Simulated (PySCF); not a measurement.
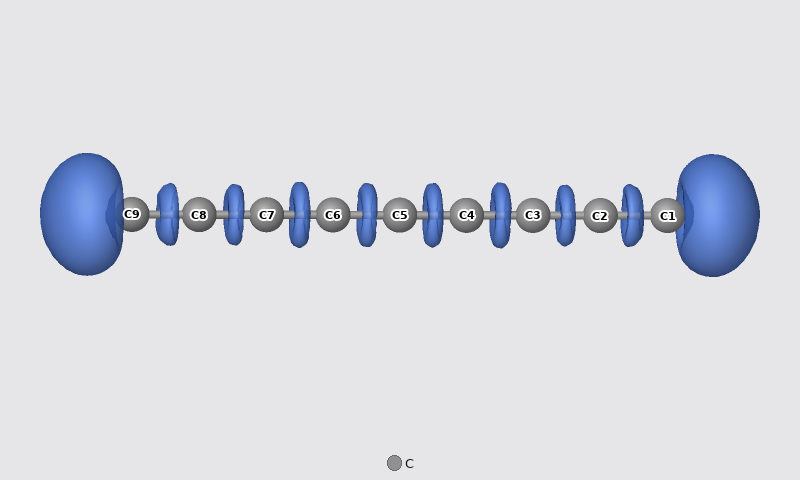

The picture shows: C9 (nonacarbon). Isosurface of the ELF at 0.85 (blue), seen from one side. Core shells and regions of very low density are left out.

Geometry: PBE0-D3(BJ)/def2-SVP.

Level of theory: PBE0/pcSseg-1, SCF density, gas phase, non-relativistic (PySCF).

```xyz
9

C     5.1024   -0.3780   -0.5766
C     3.8240   -0.2624   -0.4344
C     2.5416   -0.1476   -0.2908
C     1.2764   -0.0349   -0.1490
C     0.0062    0.0774   -0.0051
C    -1.2641    0.1894    0.1391
C    -2.5288    0.3023    0.2823
C    -3.8111    0.4169    0.4274
C    -5.0893    0.5322    0.5724
```

> What do the ELF domains correspond to?

The surface consists of eight regions between bonded C–C atoms (shared pairs) and two lobes on C, pointing away from the bonds (lone pairs). Profiles from the grid: C–C (1.28 Å): the ELF peaks at about 0.90 between the atoms; a multiple bond.
